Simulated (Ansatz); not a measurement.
# A convergence test on GaAs (F-43m): k mesh of the hybrid

Aim: see how gap, energy and time of GaAs (F-43m) follow the k mesh of the hybrid.

Program: Ansatz 0.2.0. Level of theory: DFT, HSE06, plane waves, PAW. Results are calculated unless marked as measured.

### 1. Set-up

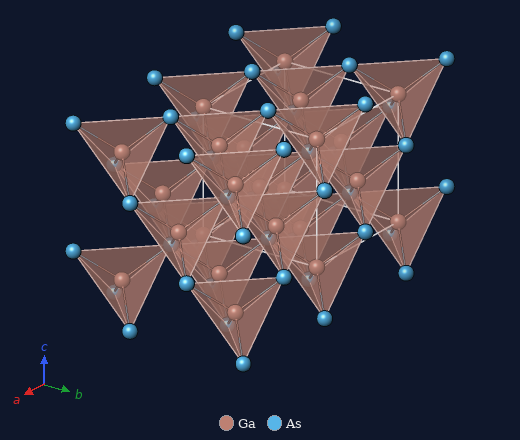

Start, viewed from a free direction; gallium pink, arsenic blue. 2×1×1 cells are drawn. This picture shows the conventional cell, with its axes. Some periodic images of atoms are drawn too.

The cell and positions come from the Crystallography Open Database and are kept as given unless a step says otherwise. The default PAW set here is soft_1. Its files were made with PBE.

### 2. k mesh of the hybrid: 2×2×2

input.yaml

```yaml
crystal:
  lattice:
    - [0.0, 2.82685, 2.82685]
    - [2.82685, 0.0, 2.82685]
    - [2.82685, 2.82685, 0.0]
  atoms:
    - { symbol: Ga, position: [0.0, 0.0, 0.0] }
    - { symbol: As, position: [0.25, 0.25, 0.25] }
kpoints:
  mp_grid: { grid: [2, 2, 2] }
  band_path:
    path:
      - [0.0, 0.0, 0.0]
      - [-0.5, -0.5, 0.0]
      - [-0.375, -0.375, 0.25]
      - [-0.375, 0.0, 0.375]
      - [0.0, 0.0, 0.5]
      - [-0.5, -0.25, 0.25]
    npoints: 1
hamiltonian:
  xc: hse06
  pseudopotentials: { kind: paw, azcp: { folder: "./paw" } }
scf:
  occupations: { method: fixed }
  n_extra_bands: 4
output:
  eigenvalues: true
  write_density: true
  write_potential: true
  elf: true
  volumetric_format: npy
```

Run with:

```
> ansatz run input.yaml --threads 3 --pin off --max-ram 92160MiB --backend cuda --events-out ev --progress --plain --runs-dir out --devices 1 --max-vram 13GiB
```

Numbers of over 12 decimals in the logs are rounded to 6 here.

What it wrote:

```text
scf.n_extra_bands = 4 over 14 filled bands (N_el = 28.0): the run solves 18 bands
exact exchange: scf.exx.singularity resolves to wigner_seitz, which cuts the screened interaction at the faces of the exchange supercell's Wigner-Seitz cell, so that each pair interacts once, at the shortest of its separations (the periodic images that this leaves out come, for a point-like exchange hole, to about 0.103 eV on a filled level). The cut falls within the interaction's reach, and what an exchange supercel [...]
GPUs: using 1 of 1 available (devices: 1).
Engine: ansatz 0.2.0, x86_64-unknown-linux-gnu
Pseudopotentials: kind: paw
Pseudopotential: Ga, paw, valence charge 13, recommended cutoff 420 eV (normal), <dir>
Pseudopotential: As, paw, valence charge 15, recommended cutoff 420 eV (normal), <dir>
Functional definition: HSE06
  parameter a = 0.25
  parameter omega = 0.11/bohr
  exchange = pbe_x - a*pbe_x_sr(omega) + a*exact_x_sr(omega)
  correlation = pbe_c
davidson cushion auto → on  (no smearing: the cushion is to keep the highest requested band from converging to the state above it; pin scf.eigensolver.cushion to override)
device memory: the entry about to start is reckoned to put 0.8 GiB on a device that reports 68.4 GiB free (of which the cap on the GPU budget leaves the run 13.0 GiB)
GPU FFT provider: cuFFT
GPU libraries: cuBLAS 13.8.2, cuFFT 12.4.0, cuSOLVER 12.3.4
Crystal: 2 atoms, lattice volume = 45.179 Å³
Basis set: ecut = 420 eV, 893 PW (Γ)
Bands: 18, of which v1, the nominal top of the filled ones, is band 14 counted from 1 (13 counted from 0)
Symmetry: 24 space group operations
Space group: F-43m (ITA 216), of the structure as read, at distance tolerance 3.6e-5 Å
k-points: 3 of 8
Non-local potential: Ga, projectors of the file, l = 0: 2, l = 1: 2, l = 2: 3, l = 3: 1
Non-local potential: As, projectors of the file, l = 0: 2, l = 1: 2, l = 2: 3, l = 3: 1
PAW form: soft (Blöchl's): semilocal exchange-correlation on the pseudo side does not see the compensation charge
PAW frozen core: Ga, regenerated for the run's functional, and the local potential with it (the file was generated under x = pbe(κ = 0.804, μ = 0.219515), c = pbe(β = 0.066725))
PAW frozen core: As, regenerated for the run's functional, and the local potential with it (the file was generated under x = pbe(κ = 0.804, μ = 0.219515), c = pbe(β = 0.066725))
PAW one-centre angular grid: Ga, 590 points (default); XC on 64 Gauss nodes
PAW one-centre angular grid: As, 590 points (default); XC on 64 Gauss nodes
Initial density: superposition of atomic densities (chi_scale 0.1, normalization cell, long waves kept (reshape's long-wave potential 0.00 eV rms))
Initial wavefunctions: pseudopotential atomic-orbital guess
GPU buffer pool allocated for 19683 grid points (all kernels)
GPU transforms: local potential and band sums: pruned to the plane-wave sphere, on 25×27×27
Functional: x = pbe(κ = 0.804, μ = 0.219515), c = pbe(β = 0.066725), warm-up for x = pbe(κ = 0.804, μ = 0.219515) + 0.25 (exact − pbe) at short range (hse, ω = 0.207870 Å⁻¹), c = pbe(β = 0.066725); HSE06 as pw.x's `hse` composes it (authors' and Libxc's form: `xc: wpbeh`)
SCF iter   1: F=—  HF=-8637.520653 eV  |F-HF|=—  |Δ(HF+E_count)|=         —  Δρ=5.78e-2  dr2=9.87e-1  ethr=1.00e-1  ⟨swp⟩=5.0  Hψ=154  notcnv=0
preconditioner: auto → none  [insulator: Δε(μ)=0.520 eV  Ē_g=15.512 eV  n_scr=14 (ndim 8)  ℏωp=23.4 eV  f_vac=0.001]
SCF iter   2: F=—  HF=-8637.432909 eV  |F-HF|=—  |Δ(HF+E_count)|=   8.77e-2  Δρ=2.73e-2  dr2=2.09e-1  ethr=3.53e-3  ⟨swp⟩=3.7  Hψ=143  notcnv=0
SCF iter   3: F=—  HF=-8637.433687 eV  |F-HF|=—  |Δ(HF+E_count)|=   7.78e-4  Δρ=5.68e-3  dr2=2.93e-2  ethr=7.47e-4  ⟨swp⟩=3.0  Hψ=134  notcnv=0
iter 4 solved again at ethr=1.96e-6 eV; its pass at ethr=1.05e-4 eV (dr2=5.49e-4 eV) is discarded
SCF iter   4: F=—  HF=-8637.423170 eV  |F-HF|=—  |Δ(HF+E_count)|=   1.05e-2  Δρ=1.67e-3  dr2=5.44e-4  ethr=1.96e-6  ⟨swp⟩=3.0  Hψ=297  notcnv=0
[...]
SCF iter   3: F=—  HF=-8639.299604 eV  |F-HF|=—  |Δ(HF+E_count)|=   8.03e-3  Δρ=2.72e-3  dr2=1.36e-3  ethr=6.89e-8  ⟨swp⟩=5.0  Hψ=246  notcnv=0
SCF iter   4: F=—  HF=-8639.299434 eV  |F-HF|=—  |Δ(HF+E_count)|=   1.69e-4  Δρ=9.26e-4  dr2=2.41e-4  ethr=6.89e-8  ⟨swp⟩=4.0  Hψ=211  notcnv=0
SCF iter   5: F=—  HF=-8639.299437 eV  |F-HF|=—  |Δ(HF+E_count)|=   2.79e-6  Δρ=4.35e-5  dr2=1.27e-5  ethr=6.89e-8  ⟨swp⟩=3.7  Hψ=161  notcnv=0
SCF iter   6: F=—  HF=-8639.299661 eV  |F-HF|=—  |Δ(HF+E_count)|=   2.24e-4  Δρ=2.42e-4  dr2=1.13e-5  ethr=1.81e-9  ⟨swp⟩=5.0  Hψ=244  notcnv=0
SCF iter   7: F=-8639.299652 eV  HF=-8639.299652 eV  |F-HF|=2.58e-7  |Δ(HF+E_count)|=   8.93e-6  Δρ=1.41e-5  dr2=1.94e-7  ethr=1.81e-9  ⟨swp⟩=4.0  Hψ=209  notcnv=0
SCF 2 stopped early in 7 iterations: F = -8639.299652 eV  dr2 = 1.94e-7
hybrid outer 1: dexx = +9.953e-3 eV, tail = 5.96e-5 eV
GPU FFT provider: cuFFT
GPU libraries: cuBLAS 13.8.2, cuFFT 12.4.0, cuSOLVER 12.3.4
GPU buffer pool allocated for 19683 grid points (all kernels)
GPU transforms: local potential and band sums: pruned to the plane-wave sphere, on 25×27×27
Exchange kernel: α = 0.2500, screened, ω = 0.2079 Å⁻¹, Wigner–Seitz truncation, v(0) = 714.9940 eV·Å³, q-mesh 2×2×2, nearest image of the exchange supercell L = 8.00 Å, pair-density grid 15×15×15, without the augmentation charges, whose exchange is taken in its separable form by FFT convolution over the k-point mesh (sized by the pseudopotential files, 24×24×24 at the most), smooth part of the exact exchange by density-matrix convolution in up to 223.4 MiB of GPU memory as planned if the GPU has room (build and FFT work areas not counted)
Frozen-core exchange: fock
SCF iter   1: F=—  HF=-8639.299650 eV  |F-HF|=—  |Δ(HF+E_count)|=         —  Δρ=7.46e-5  dr2=2.34e-6  ethr=1.06e-6  ⟨swp⟩=3.0  Hψ=126  notcnv=0
preconditioner: auto → none  [insulator: Δε(μ)=1.777 eV  Ē_g=17.946 eV  n_scr=14 (ndim 8)  ℏωp=23.4 eV  f_vac=0.136]
SCF iter   2: F=—  HF=-8639.299651 eV  |F-HF|=—  |Δ(HF+E_count)|=   1.26e-6  Δρ=2.92e-5  dr2=3.85e-7  ethr=6.62e-9  ⟨swp⟩=4.0  Hψ=207  notcnv=0
SCF iter   3: F=—  HF=-8639.299652 eV  |F-HF|=—  |Δ(HF+E_count)|=   7.06e-7  Δρ=1.20e-5  dr2=1.19e-7  ethr=7.79e-10  ⟨swp⟩=4.0  Hψ=187  notcnv=0
iter 4 solved again at ethr=8.50e-12 eV; its pass at ethr=3.13e-10 eV (dr2=2.38e-9 eV) is discarded
SCF iter   4: F=-8639.299651 eV  HF=-8639.299652 eV  |F-HF|=2.09e-8  |Δ(HF+E_count)|=   3.02e-8  Δρ=2.96e-6  dr2=3.42e-9  ethr=8.50e-12  ⟨swp⟩=4.0  Hψ=275  notcnv=0
eigensolver tolerance schedule: the retry pair's looser diagonalisation over-reported the residual by 0.13 of it (diagonalisation noise at 0.13 of the residual, at the tolerance the schedule requests for it); recorded, not acted on — ethr = c·dr2/N_el stays at c = 1.0e-1
SCF 3 converged in 4 iterations: F = -8639.299651 eV  dr2 = 3.42e-9
hybrid outer 2: dexx = +9.964e-7 eV, tail = 9.02e-8 eV, Δε = 3.20e-3 eV (about 1.73e-4 eV left of the loop's levels)
device memory: the entry about to start is reckoned to put 0.3 GiB on a device that reports 73.1 GiB free (of which the cap on the GPU budget leaves the run 13.0 GiB)
NSCF: frozen V_eff on 6 k-points
hybrid SCF converged: 2 outer / 11 inner (+7 warm-up), last move |dexx| = 9.96e-7 eV, tail = 9.02e-8 eV
Stability not checked: this state was not tested for a lower state beside it, because the functional holds exact exchange (a hybrid, or Hartree-Fock), whose exchange loop this test does not read (fock_operator; see scf.lower_state_search)
Free energy (F): -8639.299652 eV
Frozen-core exchange: fock
Harris-Foulkes:  -8639.299652 eV  (|F-HF|=2.09e-8)
Internal energy: -8639.299652 eV  (E = F + TS)
E sigma→0 (E₀):  -8639.299652 eV
Fermi energy:    7.643210 eV
--- Per-component energies (eV) ---
  E_band       = -383.611582
  E_kinetic    = 212.684678
  E_local      = -3674.517014  (includes V_loc(G=0)·N_el)
  E_nonlocal   = -483.688772
  E_hartree    = 2152.281414
  E_xc         = -107.952896
  E_vxc        = -104.197325  (∫ρ·V_xc dr)
  E_exx        = -109.736456  (= α·E_x^exact, valence–valence)
  E_paw        = -3928.994591  (= ΣΔE_a)
  E_vpaw       = -418.981246  (= ΣTr[D̂ρ^β])
  E_aug_tail   = -0.000243  (compensation charges beyond the density's cutoff)
  E_ewald      = -2698.727786
  E_core_change = -0.647986  (= ΣΔE_core)
  E_smearing   = -0.000000  (= −TS)
  E_closure    = 0.000000  (closes the sum)
  Σ components = -8639.299652   (vs F -8639.299652, Δ=0.00e0)
--- Band table (eV) ---
  k-point 0: bands = [... 10 lower, -6.0863, 7.6432, 7.6432, 7.6432, 9.4206, 12.2222, 12.2222, 12.2222]
  k-point 1: bands = [... 10 lower, -4.1480, 0.5853, 6.4241, 6.4241, 9.6490, 13.1511, 13.1511, 16.4253]
  k-point 2: bands = [... 10 lower, -3.2828, 0.3410, 4.7875, 4.7875, 9.8671, 10.1711, 19.2219, 19.2219]
```

Run time: 18 s. Hardware: 1 × NVIDIA H100 80GB HBM3 (shared by 6 runs) with 3 threads of AMD EPYC 7R13 (Zen 3), shared host; peak memory 1 GiB.

The column dr2 measures how far the density is from self-consistency, as an energy; F and HF (Harris–Foulkes) agree once it is small.

Numbers from this step:

```
gap                     : 1.777 eV
valence top at          : Γ
conduction bottom at    : Γ
least direct gap        : 1.777 eV
exact-exchange fraction : 0.25
```

The gap is direct, at Γ.

### 3. k mesh of the hybrid: 4×4×4

input.yaml: that of step 2 with these lines changed.

```diff
@@ -9,3 +9,3 @@
 kpoints:
-  mp_grid: { grid: [2, 2, 2] }
+  mp_grid: { grid: [4, 4, 4] }
   band_path:
@@ -27,5 +27 @@
   eigenvalues: true
-  write_density: true
-  write_potential: true
-  elf: true
-  volumetric_format: npy
```

What it wrote:

```text
[...]
GPUs: using 1 of 1 available (devices: 1).
[...]
GPU FFT provider: cuFFT
GPU libraries: cuBLAS 13.8.2, cuFFT 12.4.0, cuSOLVER 12.3.4
Crystal: 2 atoms, lattice volume = 45.179 Å³
Basis set: ecut = 420 eV, 893 PW (Γ)
Bands: 18, of which v1, the nominal top of the filled ones, is band 14 counted from 1 (13 counted from 0)
[... 1 set-up line as in the run before ...]
[...]
k-points: 8 of 64 (time reversal used)
[...]
E sigma→0 (E₀):  -8641.461536 eV
Fermi energy:    7.529510 eV
[...]
--- Band table (eV; the first three rows and the last of 8) ---
  k-point 0: bands = [... 10 lower, -6.3955, 7.5295, 7.5295, 7.5295, 9.0035, 12.0729, 12.0729, 12.0729]
  k-point 1: bands = [... 10 lower, -5.6479, 3.1519, 6.8075, 6.8075, 9.8168, 12.9905, 12.9905, 14.4821]
  k-point 2: bands = [... 10 lower, -4.4700, 0.3327, 6.2973, 6.2973, 9.3274, 12.9946, 12.9946, 16.1812]
  k-point 7: bands = [... 10 lower, -3.5824, 0.3749, 3.7080, 3.9419, 12.9978, 13.1754, 13.9272, 14.4023]
[key lines of the parts left out:]
Free energy (F): -8641.461536 eV
```

Run time: 24 s. Hardware: 1 × NVIDIA H100 80GB HBM3 (shared by 6 runs) with 3 threads; peak memory 1 GiB; 9.2 s of CPU time.

This step gave:

```yaml
gap: 1.474 eV
valence_top_at: Γ
conduction_bottom_at: Γ
least_direct_gap: 1.474 eV
```

The gap is 1.474 eV, −0.303 eV from the run before at this level.

### 4. k mesh of the hybrid: 6×6×6

input.yaml: that of step 3 with these lines changed.

```diff
@@ -9,3 +9,3 @@
 kpoints:
-  mp_grid: { grid: [4, 4, 4] }
+  mp_grid: { grid: [6, 6, 6] }
   band_path:
```

What it wrote:

```text
[...]
GPUs: using 1 of 1 available (devices: 1).
[...]
GPU FFT provider: cuFFT
GPU libraries: cuBLAS 13.8.2, cuFFT 12.4.0, cuSOLVER 12.3.4
Crystal: 2 atoms, lattice volume = 45.179 Å³
Basis set: ecut = 420 eV, 893 PW (Γ)
Bands: 18, of which v1, the nominal top of the filled ones, is band 14 counted from 1 (13 counted from 0)
[... 1 set-up line as in the run before ...]
[...]
k-points: 16 of 216 (time reversal used)
[...]
E sigma→0 (E₀):  -8641.596583 eV
Fermi energy:    7.519891 eV
[...]
--- Band table (eV; the first three rows and the last of 16) ---
  k-point 0: bands = [... 10 lower, -6.4333, 7.5199, 7.5199, 7.5199, 8.9409, 12.0560, 12.0560, 12.0560]
  k-point 1: bands = [... 10 lower, -6.0890, 4.7310, 7.1176, 7.1176, 9.9772, 12.6400, 12.6400, 13.0650]
  k-point 2: bands = [... 10 lower, -5.1883, 1.7250, 6.5237, 6.5237, 9.5162, 13.0624, 13.0624, 15.7895]
  k-point 15: bands = [... 10 lower, -3.6408, 0.2953, 3.8896, 4.0670, 11.4977, 11.7885, 15.6691, 15.9666]
[key lines of the parts left out:]
Free energy (F): -8641.596583 eV
```

Elapsed: 33 s, on 1 × NVIDIA H100 80GB HBM3 (shared by 6 runs) with 3 threads; peak memory 1.2 GiB.

Numbers from this step:

```
gap                  : 1.421 eV
valence top at       : Γ
conduction bottom at : Γ
least direct gap     : 1.421 eV
```

The gap is 1.421 eV, −0.053 eV from the run before at this level.

### 5. The series

Differences are against the last row; a negative gap means that bands overlap, and a run with a band path holds that path's time. Times are wall times on 1 × NVIDIA H100 80GB HBM3 (shared by 6 runs) with 3 threads of AMD EPYC 7R13 (Zen 3), shared host, good to a factor of about two.

```csv
k mesh of the hybrid,gap (eV),direct gap (eV),gap error (eV),energy error (meV/atom),irreducible k,time
2×2×2,1.777,1.777,+0.356,+1148.5,3,18 s
4×4×4,1.474,1.474,+0.053,+67.5,8,24 s
6×6×6,1.421,1.421,+0.000,+0.0,16,33 s
```

### 6. Summary of results

| Item | Value |
| --- | --- |
| 2×2×2 | 1.777 eV |
| 4×4×4 | 1.474 eV |
| 6×6×6 | 1.421 eV |

**Reading.** The gap holds to 0.02 eV from 6×6×6 on, the last run itself, so the series does not show convergence. At 2×2×2 the gap is off by +0.356 eV and the energy by +1148 meV/atom. The gap is read over the mesh and added points near the edges, so meshes differ mainly through the density and, for a hybrid, the exchange operator.

[Paths, hosts, dates, memory and timing lines, banners, echoed tables and standing remarks are left out of the program output.]

[Logs are printed without paths, hosts, clocks, repeated set-up lines and the standing remarks that a program may print on its own settings, such as how far it seeks lower states.]

[Runs of the session that timed out or met a known fault of the program may be left out.]

[Cells called generated may have been cut or substituted from an entry of the Crystallography Open Database or the Materials Project.]

[Hosts, paths, dates, database ids (printed as entryN), source tags and the programs' standing remarks are cut or masked in the printed files.]
